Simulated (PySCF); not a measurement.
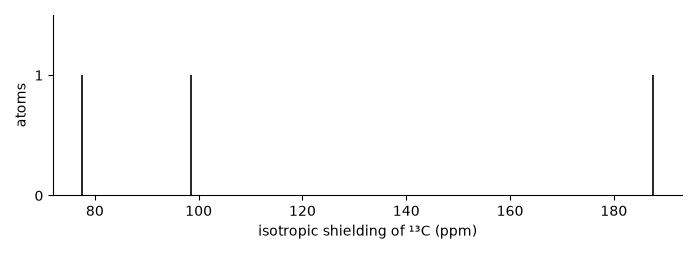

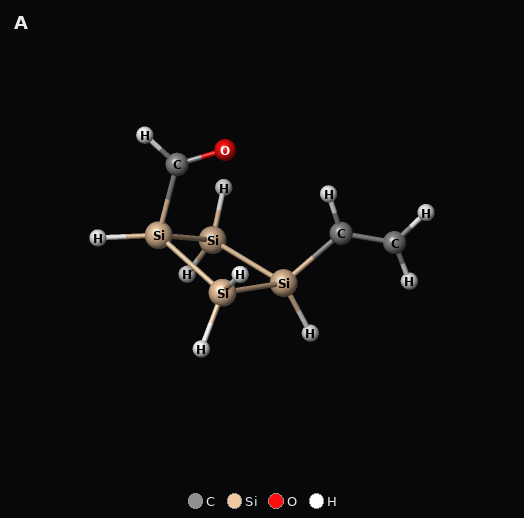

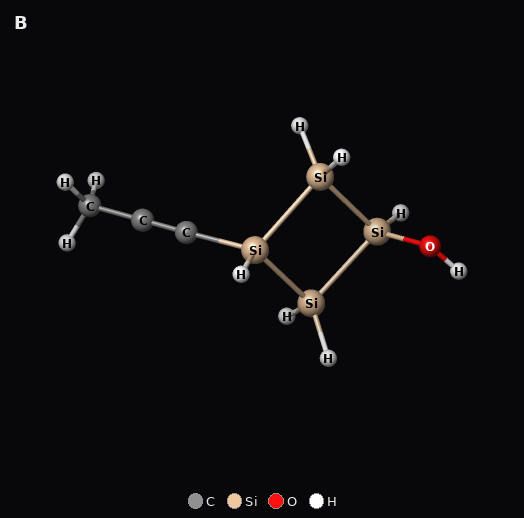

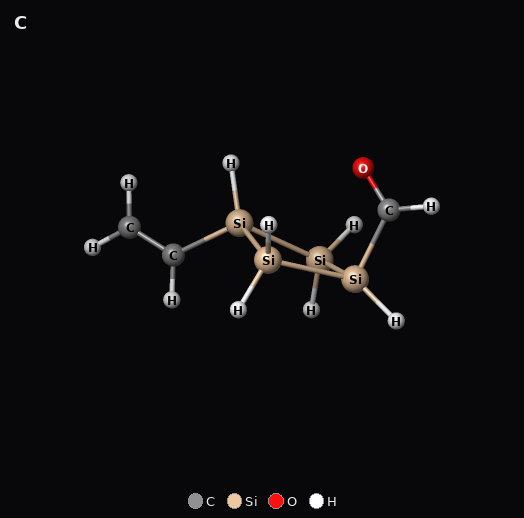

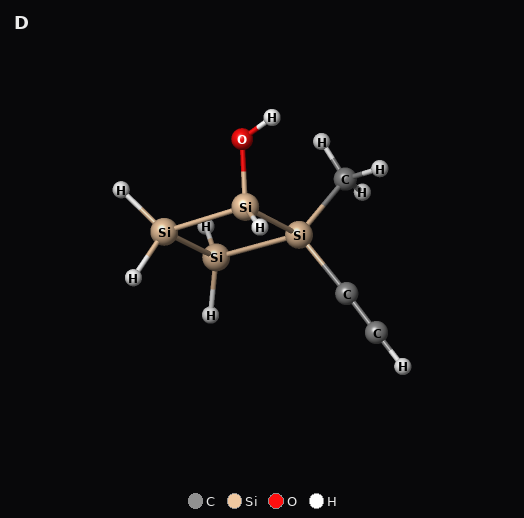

The sticks are computed shieldings of one of the molecules, for one fixed geometry (GFN2-xTB) without averaging over rotations. Low shielding means a high chemical shift. Method: GIAO PBE0/pcSseg-1 NMR shielding, non-relativistic, gas phase (PySCF 2.14.0).

Question: Match the spectrum to a structure.

Answer: D, `C#C[Si@@]1(C)[SiH2][SiH2][Si@@H]1O`. Its 3 C atoms give lines at 77.5, 98.6, 187.6 ppm.

The geometry is semi-empirical. Around Si such bond lengths and angles can be off by a tenth of an ångström or more and by several degrees, and values that hang on the shape move with them.
